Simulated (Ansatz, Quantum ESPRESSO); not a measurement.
**Mode couplings of ZnCd in the Bh ordering in a second program**

Aim: mode couplings and λ of ZnCd in the Bh ordering by double-delta sums in Quantum ESPRESSO. The first relaxation steps of the session are not shown, so no cell shown is the starting entry, unless a step says so.

Calculated with Ansatz 0.2.0 and Quantum ESPRESSO 7.5; DFT PBE, scalar-relativistic, plane waves, PAW, in the first sound run; inputs show where later runs differ.

The structure was built from a prototype and need not be the compound's stable phase.

**1. The cell after earlier relaxation steps**

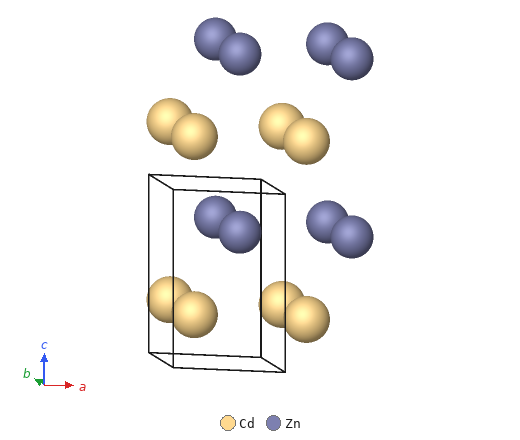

Start, viewed slightly off an axis; cadmium orange, zinc blue. 2×2×2 cells are drawn.

Structure file:

```cif
data_structure
_symmetry_space_group_name_H-M 'P-6m2'
_symmetry_Int_Tables_number 187
_cell_length_a 3.0662
_cell_length_b 3.0662
_cell_length_c 4.6730
_cell_angle_alpha 90.000
_cell_angle_beta 90.000
_cell_angle_gamma 120.000
_cell_volume 38.05
loop_
_atom_site_label
_atom_site_type_symbol
_atom_site_symmetry_multiplicity
_atom_site_Wyckoff_symbol
_atom_site_fract_x
_atom_site_fract_y
_atom_site_fract_z
_atom_site_occupancy
Cd1 Cd 1 c 0.33333 0.66667 0.00000 1
Zn1 Zn 1 f 0.66667 0.33333 0.50000 1
```

**2. Tight relaxation**

Phonons are second derivatives about the minimum, so the remaining forces must be small: the thresholds are tightened. Earlier relaxation steps are not shown.

input.yaml reads:

```yaml
crystal:
  lattice:
    - [3.0661567604, 0.0, 0.0]
    - [-1.5330783802, 2.6553696465, 0.0]
    - [0.0, 0.0, 4.6730181783]
  atoms:
    - { symbol: Cd, position: [0.3333333333, 0.6666666667, 0.25] }
    - { symbol: Zn, position: [0.6666666667, 0.3333333333, 0.75] }
kpoints:
  mp_grid: { grid: [12, 12, 6] }
hamiltonian:
  xc: pbe
scf:
  occupations: { method: methfessel_paxton, width: 0.2 }
output:
  forces: true
  stress: true
  eigenvalues: true
relax:
  adjacent_minimum: "off"
  f_tol: 0.001
  max_steps: 60
  cell: { stress_tol: 0.01 }
```

Command:

```sh
ansatz run input.yaml --threads 4 --pin off --max-ram 8192MiB --backend cpu --events-out ev --progress --plain --runs-dir out
```

Numbers of over 12 decimals in the logs are rounded to 6 here.

Log:

```text
[the first part of the log is left out]
  E_hartree    = 2097.975187
  E_xc         = -314.269263
  E_vxc        = -274.016336  (∫ρ·V_xc dr)
  E_paw        = -5907.862687  (= ΣΔE_a)
  E_vpaw       = -931.754400  (= ΣTr[D̂ρ^β])
  E_aug_tail   = -0.000350  (compensation charges beyond the density's cutoff)
  E_ewald      = -4093.743734
  E_smearing   = 0.002369  (= −TS)
  E_closure    = 0.000000  (closes the sum)
  Σ components = -11573.309966   (vs F -11573.309966, Δ=0.00e0)
--- Forces (eV/Å), atoms counted from 1 ---
  atom   1  Cd    -0.00000000     0.00000000    -0.00000000
  atom   2  Zn     0.00000000    -0.00000000     0.00000000
  max |Σ_I F_I| component: 1.57e-16 eV/Å
--- Stress (GPa, compression-positive) ---
       -0.004079       0.000000       0.000000
       -0.000000      -0.004079       0.000000
        0.000000       0.000000      -0.002846
  P = ⅓ Tr σ = -0.0037 GPa (-0.037 kbar)
--- Band table (eV; the first three rows and the last of 76) ---
  k-point 0: bands = ["-90.4866", "-51.5252", "-51.5252", "-51.5217", "2.9758", "3.3184", "3.4134", "3.4134", "3.9034", "3.9034", "5.1330", "5.3248", "5.3248", "5.5342", "5.5342", "10.5657", "12.1369", "24.3581", "24.3581", "25.6043"]
  k-point 1: bands = ["-90.4866", "-51.5252", "-51.5252", "-51.5217", "2.9882", "3.4086", "3.4086", "3.5407", "3.9023", "3.9023", "5.1235", "5.3329", "5.3329", "5.5326", "5.5326", "8.8621", "14.2096", "24.5032", "24.5032", "25.6254"]
  k-point 2: bands = ["-90.4866", "-51.5252", "-51.5252", "-51.5217", "3.0111", "3.3996", "3.3996", "3.8991", "3.8991", "4.1967", "5.1130", "5.3541", "5.3541", "5.5249", "5.5249", "6.9500", "17.2259", "24.1162", "24.8296", "24.8296"]
  k-point 75: bands = ["-90.4838", "-51.5505", "-51.5504", "-51.5175", "3.2651", "3.4051", "3.5493", "3.5986", "3.7246", "5.2622", "5.3484", "5.3561", "5.4035", "5.5415", "12.7232", "12.9643", "12.9777", "13.8045", "14.0966", "14.2920"]
--- Relaxed structure (3 steps of the walk, 3 accepted, 1 SCFs on fresh bases) ---
  F+E_penalty+E_count = -11573.30996645 eV   max|allowed force component| = 1.342e-16 eV/Å   (the final SCF, on the basis selected at the relaxed cell)
  cell:  # Å, volume = 38.0260 Å³
    - [3.067708, 0, 0]
    - [-1.533854, 2.656713, 0]
    - [0, 0, 4.665752]
  atoms:
    - { symbol: Cd, position: [0.333333, 0.666667, 0.25] }
    - { symbol: Zn, position: [0.666667, 0.333333, 0.75] }
```

Elapsed: 5.9 s, on 4 threads of Arm Neoverse V1, shared host; peak memory 0.41 GiB; 22 s of CPU time.

The steps of the relaxation:

| step | energy less that of the first step (eV) | largest force component (eV/Å) | pressure (GPa) | volume (Å³) |
| --- | --- | --- | --- | --- |
| 1 | 0.0000 | 0.0000 | -0.04 | 38.05 |
| 2 | 0.0000 | 0.0000 | 0.00 | 38.02 |
| 3 | 0.0000 | 0.0000 | 0.00 | 38.03 |
| 4 | 0.0000 | 0.0000 | 0.00 | 38.03 |

The log counts 1 steps on a newly chosen plane-wave basis, not all of them marked here; energy and pressure can jump at such steps.

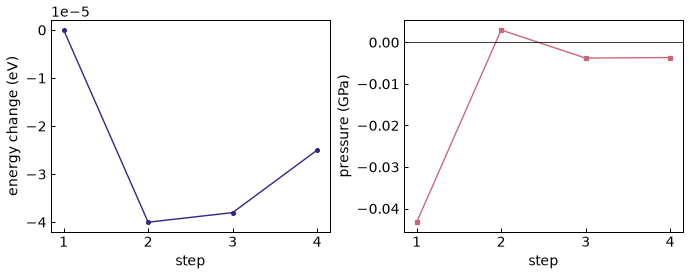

Energy and pressure along the relaxation.

| conventional cell, symmetrised | before | after | change |
| --- | --- | --- | --- |
| a (Å) | 3.066 | 3.068 | +0.1 % |
| b (Å) | 3.066 | 3.068 | +0.1 % |
| c (Å) | 4.673 | 4.666 | -0.2 % |
| volume (Å³/atom) | 19.02 | 19.01 | -0.1 % |

Final coordinates:

```cif
data_structure
_symmetry_space_group_name_H-M 'P 1'
_symmetry_Int_Tables_number 1
_cell_length_a 3.0677
_cell_length_b 3.0677
_cell_length_c 4.6658
_cell_angle_alpha 90.000
_cell_angle_beta 90.000
_cell_angle_gamma 120.000
_cell_volume 38.03
loop_
_atom_site_label
_atom_site_type_symbol
_atom_site_fract_x
_atom_site_fract_y
_atom_site_fract_z
_atom_site_occupancy
Cd1 Cd 0.33333 0.66667 0.25000 1
Zn2 Zn 0.66667 0.33333 0.75000 1
```

Numbers from this step:

* pressure: -0.003668 GPa
* volume per atom: 19.01 Å³
* metallic on mesh: yes
* gap on the k-mesh: 0 eV

The largest force is now zero by symmetry and the largest stress component 0.0041 GPa.

**3. Ground state with pw.x**

ph.x needs a tightly converged ground state on the same k mesh; the cell is that of the step before.

This step: DFT PBE, scalar-relativistic, plane waves, GBRV ultrasoft pseudopotentials (Quantum ESPRESSO 7.5).

pw.in reads:

```
&control
   calculation = 'scf'
   prefix = 'x'
   outdir = './tmp'
   pseudo_dir = './pseudo'
   tprnfor = .true.
   tstress = .true.
/
&system
   ibrav = 4
   celldm(1) = 5.79712864
   celldm(3) = 1.52092435
   nat = 2
   ntyp = 2
   ecutwfc = 52.0
   ecutrho = 416.0
   occupations = 'smearing'
   smearing = 'mp'
   degauss = 0.01469973
   nbnd = 26
/
&electrons
   conv_thr = 1.0d-11
   mixing_beta = 0.5
/
ATOMIC_SPECIES
 Cd    112.4140  Cd.upf
 Zn     65.3800  Zn.upf
ATOMIC_POSITIONS crystal
 Cd     0.333333333   0.666666667   0.250000000
 Zn     0.666666667   0.333333333   0.750000000
K_POINTS automatic
 8 8 4 0 0 0
```

Command:

```sh
OMP_NUM_THREADS=1 mpirun -n 4 pw.x -nk 4 -in pw.in > pw.x.log
```

Log:

```text
Program PWSCF v.7.5

     This program is part of the open-source Quantum ESPRESSO suite
     for quantum simulation of materials; please cite
         "P. Giannozzi et al., J. Phys.:Condens. Matter 21 395502 (2009);
         "P. Giannozzi et al., J. Phys.:Condens. Matter 29 465901 (2017);
         "P. Giannozzi et al., J. Chem. Phys. 152 154105 (2020);
     in publications or presentations arising from this work. More details at

     G-vector sticks info
     --------------------
     sticks:   dense  smooth     PW     G-vecs:    dense   smooth      PW
     Sum         955     475    151                36747    13031    2237

     Using Slab Decomposition

     bravais-lattice index     =            4
     lattice parameter (alat)  =       5.7971  a.u.
     unit-cell volume          =     256.6121 (a.u.)^3
     number of atoms/cell      =            2
     number of atomic types    =            2
     number of electrons       =        32.00
     number of Kohn-Sham states=           26
     kinetic-energy cutoff     =      52.0000  Ry
     charge density cutoff     =     416.0000  Ry
     scf convergence threshold =      1.0E-11
     mixing beta               =       0.5000
     number of iterations used =            8  plain     mixing
     Exchange-correlation= SLA  PW   PBE  PBE
                           (   1   4   3   4   0   0   0)

     celldm(1)=   5.797129  celldm(2)=   0.000000  celldm(3)=   1.520924
     celldm(4)=   0.000000  celldm(5)=   0.000000  celldm(6)=   0.000000

     crystal axes: (cart. coord. in units of alat)
               a(1) = (   1.000000   0.000000   0.000000 )
               a(2) = (  -0.500000   0.866025   0.000000 )
               a(3) = (   0.000000   0.000000   1.520924 )

     reciprocal axes: (cart. coord. in units 2 pi/alat)
               b(1) = (  1.000000  0.577350 -0.000000 )
               b(2) = (  0.000000  1.154701  0.000000 )
               b(3) = (  0.000000 -0.000000  0.657495 )

     PseudoPot. # 1 for Cd read from file:
     ./pseudo/Cd.upf
     Pseudo is Ultrasoft + core correction, Zval = 12.0
     Using radial grid of  889 points,  6 beta functions with:
                l(1) =   0
                l(2) =   0
                l(3) =   1
                l(4) =   1
                l(5) =   2
                l(6) =   2
     Q(r) pseudized with  6 coefficients,  rinner =    1.000   1.000   1.000
                                                       1.000   1.000

     PseudoPot. # 2 for Zn read from file:
     ./pseudo/Zn.upf
     Pseudo is Ultrasoft, Zval = 20.0
     Using radial grid of  943 points,  6 beta functions with:
                l(1) =   0
                l(2) =   0
                l(3) =   1
                l(4) =   1
                l(5) =   2
                l(6) =   2
     Q(r) pseudized with  8 coefficients,  rinner =    1.100   1.100   1.100
                                                       1.100   1.100

     atomic species   valence    mass     pseudopotential
     Cd               12.00   112.41400     Cd( 1.00)
     Zn               20.00    65.38000     Zn( 1.00)

     12 Sym. Ops. (no inversion) found ( 6 have fractional translation)

   Cartesian axes

     site n.     atom                  positions (alat units)
         1        Cd     tau(   1) = (  -0.0000000   0.5773503   0.3802311  )
         2        Zn     tau(   2) = (   0.5000000   0.2886751   1.1406933  )

     number of k points=    30  Methfessel-Paxton smearing, width (Ry)=  0.0147
                       cart. coord. in units 2pi/alat
        k(    1) = (   0.0000000   0.0000000   0.0000000), wk =   0.0078125
        k(    2) = (   0.0000000   0.0000000   0.1643737), wk =   0.0156250
        k(    3) = (   0.0000000   0.0000000  -0.3287474), wk =   0.0078125
        k(    4) = (   0.0000000   0.1443376   0.0000000), wk =   0.0468750
        k(    5) = (   0.0000000   0.1443376   0.1643737), wk =   0.0937500
        k(    6) = (   0.0000000   0.1443376  -0.3287474), wk =   0.0468750
        k(    7) = (   0.0000000   0.2886751   0.0000000), wk =   0.0468750
        k(    8) = (   0.0000000   0.2886751   0.1643737), wk =   0.0937500
        k(    9) = (   0.0000000   0.2886751  -0.3287474), wk =   0.0468750
        k(   10) = (   0.0000000   0.4330127   0.0000000), wk =   0.0468750
        k(   11) = (   0.0000000   0.4330127   0.1643737), wk =   0.0937500
        k(   12) = (   0.0000000   0.4330127  -0.3287474), wk =   0.0468750
        k(   13) = (   0.0000000  -0.5773503   0.0000000), wk =   0.0234375
        k(   14) = (   0.0000000  -0.5773503   0.1643737), wk =   0.0468750
        k(   15) = (   0.0000000  -0.5773503  -0.3287474), wk =   0.0234375
        k(   16) = (   0.1250000   0.2165064   0.0000000), wk =   0.0468750
[...]
k(   23) = (   0.1250000   0.5051815   0.1643737), wk =   0.1875000
        k(   24) = (   0.1250000   0.5051815  -0.3287474), wk =   0.0937500
        k(   25) = (   0.2500000   0.4330127   0.0000000), wk =   0.0468750
        k(   26) = (   0.2500000   0.4330127   0.1643737), wk =   0.0937500
        k(   27) = (   0.2500000   0.4330127  -0.3287474), wk =   0.0468750
        k(   28) = (   0.2500000   0.5773503   0.0000000), wk =   0.0468750
        k(   29) = (   0.2500000   0.5773503   0.1643737), wk =   0.0937500
        k(   30) = (   0.2500000   0.5773503  -0.3287474), wk =   0.0468750

     Dense  grid:    36747 G-vectors     FFT dimensions: (  40,  40,  60)

     Smooth grid:    13031 G-vectors     FFT dimensions: (  27,  27,  48)

     Initial potential from superposition of free atoms

     starting charge      31.4998, renormalised to      32.0000

     negative rho (up, down):  2.248E-02 0.000E+00
     Starting wfcs are   22 randomized atomic wfcs +    4 random wfcs

     per-process dynamical memory:    51.9 Mb

     Self-consistent Calculation

     iteration #  1     ecut=    52.00 Ry     beta= 0.50
     Davidson diagonalization with overlap
     ethr =  1.00E-02,  avg # of iterations =  5.5

     negative rho (up, down):  2.282E-02 0.000E+00

     total energy              =    -574.91255434 Ry
     estimated scf accuracy    <       2.45407777 Ry

     iteration #  2     ecut=    52.00 Ry     beta= 0.50
     Davidson diagonalization with overlap
     ethr =  7.67E-03,  avg # of iterations =  2.1

     negative rho (up, down):  2.241E-02 0.000E+00

     total energy              =    -576.05694530 Ry
     estimated scf accuracy    <       2.14700918 Ry

     iteration #  3     ecut=    52.00 Ry     beta= 0.50
     Davidson diagonalization with overlap
[...]
iteration #  7     ecut=    52.00 Ry     beta= 0.50
     Davidson diagonalization with overlap
     ethr =  3.07E-07,  avg # of iterations =  2.0

     negative rho (up, down):  2.278E-02 0.000E+00

     total energy              =    -576.26570735 Ry
     estimated scf accuracy    <       0.00000143 Ry

     iteration #  8     ecut=    52.00 Ry     beta= 0.50
     Davidson diagonalization with overlap
     ethr =  4.47E-09,  avg # of iterations =  3.5

     negative rho (up, down):  2.279E-02 0.000E+00

     total energy              =    -576.26570605 Ry
     estimated scf accuracy    <       0.00000579 Ry

     iteration #  9     ecut=    52.00 Ry     beta= 0.50
     Davidson diagonalization with overlap
     ethr =  4.47E-09,  avg # of iterations =  2.0

     negative rho (up, down):  2.279E-02 0.000E+00

     total energy              =    -576.26570715 Ry
     estimated scf accuracy    <          9.4E-09 Ry

     iteration # 10     ecut=    52.00 Ry     beta= 0.50
     Davidson diagonalization with overlap
     ethr =  2.93E-11,  avg # of iterations =  4.1

     negative rho (up, down):  2.279E-02 0.000E+00

     total energy              =    -576.26570715 Ry
     estimated scf accuracy    <          2.1E-09 Ry

     iteration # 11     ecut=    52.00 Ry     beta= 0.50
     Davidson diagonalization with overlap
     ethr =  6.67E-12,  avg # of iterations =  2.2

     negative rho (up, down):  2.279E-02 0.000E+00

     total energy              =    -576.26570715 Ry
     estimated scf accuracy    <          2.1E-11 Ry

     iteration # 12     ecut=    52.00 Ry     beta= 0.50
     Davidson diagonalization with overlap
     ethr =  1.00E-13,  avg # of iterations =  4.1

     negative rho (up, down):  2.279E-02 0.000E+00

     End of self-consistent calculation

          k = 0.0000 0.0000 0.0000 (  1641 PWs)   bands (ev):

  -114.4637 -68.6255 -68.6152 -68.6152   2.2953   2.5930   2.7337   2.7337
     3.2255   3.2255   4.4103   4.5921   4.5921   4.8110   4.8110   9.8405
    11.4406  23.6720  23.6720  25.0512  26.0585  26.0585  27.6819  29.6929
    30.3989  30.9580

          k = 0.0000 0.0000 0.1644 (  1634 PWs)   bands (ev):

  -114.4637 -68.6256 -68.6151 -68.6151   2.3185   2.7243   2.7243   3.0918
     3.2231   3.2231   4.3923   4.6109   4.6109   4.8061   4.8061   7.1413
    14.9744  23.9768  23.9768  24.9088  25.6177  26.1769  26.1769  27.4108
    29.8209  29.8217

          k = 0.0000 0.0000-0.3287 (  1652 PWs)   bands (ev):

  -114.4637 -68.6257 -68.6152 -68.6152   2.3407   2.7152   2.7152   3.2187
     3.2187   4.1484   4.6371   4.6371   4.6583   4.7940   4.7940   4.8454
    19.6379  20.1716  24.3350  24.3350  25.3851  26.4921  26.4921  26.8903
    28.3181  28.3181

          k = 0.0000 0.1443 0.0000 (  1633 PWs)   bands (ev):

  -114.4637 -68.6255 -68.6157 -68.6153   2.3925   2.6518   2.8515   2.9736
     3.1030   3.1953   4.4567   4.5830   4.6406   4.7364   4.8150  10.3813
    11.6587  20.3145  22.0440  24.1560  26.8522  27.0703  27.7927  28.5554
    29.2453  30.3826

          k = 0.0000 0.1443 0.1644 (  1638 PWs)   bands (ev):

  -114.4637 -68.6256 -68.6157 -68.6153   2.4266   2.6770   2.8417   2.9985
     3.1998   3.5170   4.4322   4.5999   4.6546   4.7397   4.8040   7.5830
    15.2898  20.7194  22.4977  24.2219  24.5127  25.7347  26.4205  26.8808
    29.5649  29.6710

          k = 0.0000 0.1443-0.3287 (  1638 PWs)   bands (ev):

  -114.4637 -68.6257 -68.6157 -68.6153   2.4540   2.6844   2.8334   3.0023
[...]
29.8680  30.5315

          k = 0.0000 0.2887 0.0000 (  1622 PWs)   bands (ev):

[...]
29.5964  29.5976

          k = 0.0000 0.2887 0.1644 (  1626 PWs)   bands (ev):

[...]
28.1120  31.7993

          k = 0.0000 0.2887-0.3287 (  1632 PWs)   bands (ev):

[...]
31.5466  31.8619

          k = 0.0000 0.4330 0.0000 (  1624 PWs)   bands (ev):

[...]
29.1049  30.1842

          k = 0.0000 0.4330 0.1644 (  1623 PWs)   bands (ev):

[...]
28.8995  31.5420

          k = 0.0000 0.4330-0.3287 (  1618 PWs)   bands (ev):

[...]
28.8354  28.9971

          k = 0.0000-0.5774 0.0000 (  1630 PWs)   bands (ev):

[...]
28.9411  30.3084

          k = 0.0000-0.5774 0.1644 (  1620 PWs)   bands (ev):

[...]
30.5916  31.2921

          k = 0.0000-0.5774-0.3287 (  1616 PWs)   bands (ev):

[...]
k = 0.1250 0.2165 0.0000 (  1617 PWs)   bands (ev):

[...]
k = 0.1250 0.2165 0.1644 (  1627 PWs)   bands (ev):

[...]
k = 0.1250 0.2165-0.3287 (  1636 PWs)   bands (ev):

[...]
k = 0.1250 0.3608 0.0000 (  1622 PWs)   bands (ev):

[...]
k = 0.1250 0.3608 0.1644 (  1620 PWs)   bands (ev):

[...]
k = 0.1250 0.3608-0.3287 (  1626 PWs)   bands (ev):

[...]
k = 0.1250 0.5052 0.0000 (  1617 PWs)   bands (ev):

[...]
k = 0.1250 0.5052 0.1644 (  1626 PWs)   bands (ev):

[...]
29.4425  30.7083

          k = 0.1250 0.5052-0.3287 (  1628 PWs)   bands (ev):

[...]
27.8348  27.9429

          k = 0.2500 0.4330 0.0000 (  1629 PWs)   bands (ev):

[...]
30.2204  34.0048

          k = 0.2500 0.4330 0.1644 (  1626 PWs)   bands (ev):

[...]
29.7087  30.7063

          k = 0.2500 0.4330-0.3287 (  1614 PWs)   bands (ev):

[...]
29.1306  30.1987

          k = 0.2500 0.5774 0.0000 (  1628 PWs)   bands (ev):

[...]
3.0789   4.5280   4.5972   4.7447   4.7845   4.7863   9.7305  10.1943
    12.8610  16.7004  16.7425  17.6380  18.2615  19.9935  21.2194  29.5340
    34.0901  34.8077

          k = 0.2500 0.5774 0.1644 (  1626 PWs)   bands (ev):

  -114.4634 -68.6252 -68.6183 -68.6173   2.5485   2.6319   2.7949   3.0227
     3.0998   4.5204   4.6107   4.6733   4.7670   4.7941  10.1848  10.6553
    13.3721  13.8968  14.5384  17.1206  20.9201  21.9539  24.2009  29.7336
    31.5081  31.8063

          k = 0.2500 0.5774-0.3287 (  1618 PWs)   bands (ev):

  -114.4634 -68.6252 -68.6183 -68.6173   2.5159   2.6456   2.8141   3.0551
     3.1192   4.5375   4.5384   4.6472   4.7355   4.8309  11.2491  11.5651
    12.0881  12.5855  14.6168  15.1543  23.9204  25.3869  27.1144  27.6138
    28.5740  29.7553

     the Fermi energy is    12.0948 ev

!    total energy              =    -576.26570715 Ry
     estimated scf accuracy    <          4.1E-13 Ry
     smearing contrib. (-TS)   =      -0.00032300 Ry
     internal energy E=F+TS    =    -576.26538416 Ry

     The total energy is F=E-TS. E is the sum of the following terms:
     one-electron contribution =    -425.02822765 Ry
     hartree contribution      =     231.18611958 Ry
     xc contribution           =     -81.53866100 Ry
     ewald contribution        =    -300.88461509 Ry

     convergence has been achieved in  12 iterations

     negative rho (up, down):  2.279E-02 0.000E+00

     Forces acting on atoms (cartesian axes, Ry/au):

     atom    1 type  1   force =    -0.00000000   -0.00000000    0.00000000
     atom    2 type  2   force =     0.00000000    0.00000000    0.00000000

     Total force =     0.000000     Total SCF correction =     0.000000

     Computing stress (Cartesian axis) and pressure

     negative rho (up, down):  2.279E-02 0.000E+00
          total   stress  (Ry/bohr**3)                   (kbar)     P=       -8.51
  -0.00011441  -0.00000000   0.00000000          -16.83       -0.00        0.00
   0.00000000  -0.00011441   0.00000000            0.00      -16.83        0.00
   0.00000000   0.00000000   0.00005521            0.00        0.00        8.12

     Writing all to output data dir ./tmp/x.save/ :
     XML data file, charge density, pseudopotentials, collected wavefunctions

   JOB DONE.
```

Elapsed: 11 s, on 4 MPI ranks; 43 s of CPU time.

This step gave:

```yaml
pressure: -0.8513 GPa
```

With these potentials, mesh and smearing the cell is at -0.85 GPa.

[end of part 1 of 3]

[Logs are printed without paths, hosts, clocks, repeated set-up lines and the standing remarks that a program may print on its own settings, such as how far it seeks lower states.]

[Hosts, paths, dates, database ids (printed as entryN), source tags and the programs' standing remarks are cut or masked in the printed files.]
